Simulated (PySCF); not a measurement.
**BSb: the SCF solver's settings**

The same problem is solved with other solver options, one edit a run.

Program: PySCF 2.14.0. Level of theory: each script names its method and basis. These are calculated values, not measurements.

5 further runs of the same task are left out: 2 for a known fault of the program, 3 that didn't finish.

### Step 1. Starting geometry

BSb: 2 atoms, charge 0, spin multiplicity 1.

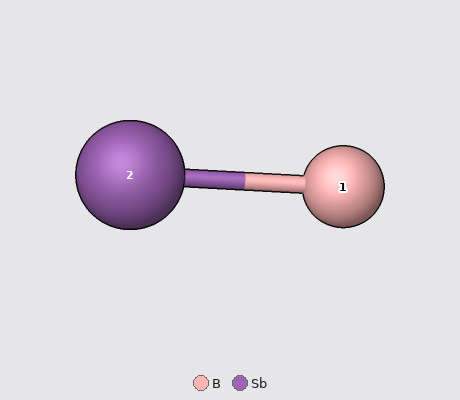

The starting geometry (boron pink, antimony purple); atoms are numbered from 1 in the order of the file.

### Step 2. Base script

input.py reads:

```python
from pyscf import gto, dft

mol = gto.M(
    atom='B 0 0 0; Sb 0 0 2.289',
    basis='lanl2dz',
    ecp={'Sb': 'lanl2dz'},
    charge=0,
    spin=0,
    verbose=4,
)
mf = dft.RKS(mol, xc='bp86')
mf = mf.newton()
mf.kernel()
mf.stability(internal=True, external=True)
mf.dip_moment()
print('orbital energies (hartree):', mf.mo_energy[..., max(0, mol.nelec[1]-3):mol.nelec[0]+3].round(4))
```

On the command line:

```console
$ python input.py
```

The log of this run is left out.

It gives: E(SCF) = -30.084052 Eh, 5 macro-iterations, μ = 0.38 D, internal unstable; real -> complex stable; RHF/RKS -> UHF/UKS unstable.

The bond length is a typed value, not an optimised one. A lower solution of the same kind exists, so this energy is an upper bound.

### Step 3. Damping 0.5

Run 1 changes damping: none → 0.5.

input.py reads:

```python
from pyscf import gto, dft

mol = gto.M(
    atom='B 0 0 0; Sb 0 0 2.289',
    basis='lanl2dz',
    ecp={'Sb': 'lanl2dz'},
    charge=0,
    spin=0,
    verbose=4,
)
mf = dft.RKS(mol, xc='bp86')
mf.damp = 0.5
mf.diis_start_cycle = 8
mf = mf.newton()
mf.kernel()
mf.stability(internal=True, external=True)
mf.dip_moment()
print('orbital energies (hartree):', mf.mo_energy[..., max(0, mol.nelec[1]-3):mol.nelec[0]+3].round(4))
```

On the command line:

```console
$ python input.py
```

### Step 4. Level shift 5 hartree

Run 2 changes level shift: none → 5 hartree.

input.py, as its differences from that of step 2:

```diff
@@ -11,2 +11,3 @@
 mf = dft.RKS(mol, xc='bp86')
+mf.level_shift = 5.0
 mf = mf.newton()
```

What does the calculation give? Wanted: for each run, E(SCF); from base; gap; SCF dipole; after the SCF.

As calculated:

| run | E(SCF) (hartree) | from base (eV) | cycles | gap (eV) | SCF dipole (D) | after the SCF |
| --- | --- | --- | --- | --- | --- | --- |
| base | -30.084052 | 0 | 5 macro | -0.60 | 0.38 | unstable: internal, RHF/RKS -> UHF/UKS |
| damping 0.5 | -30.084052 | 0.0000 | 5 macro | -0.60 | 0.38 | unstable: internal, RHF/RKS -> UHF/UKS |
| level shift 5 hartree | -30.084052 | 0.0000 | 5 macro | -0.60 | 0.38 | unstable: internal, RHF/RKS -> UHF/UKS |

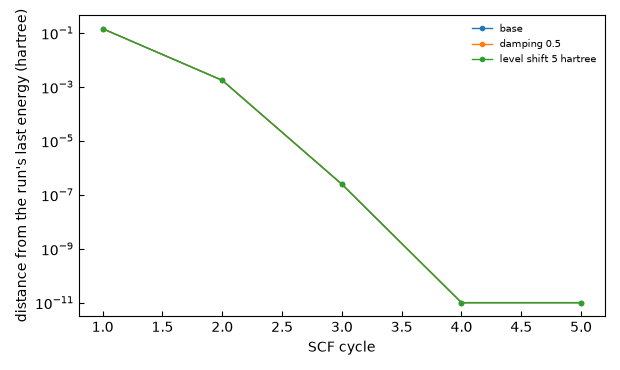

Convergence of the SCF energy, run by run.

What this shows: With damping 0.5 or level shift 5 hartree the SCF ends at the base energy. The cycles with damping 0.5 or level shift 5 hartree repeat those of the base digit for digit, so the setting never acted.
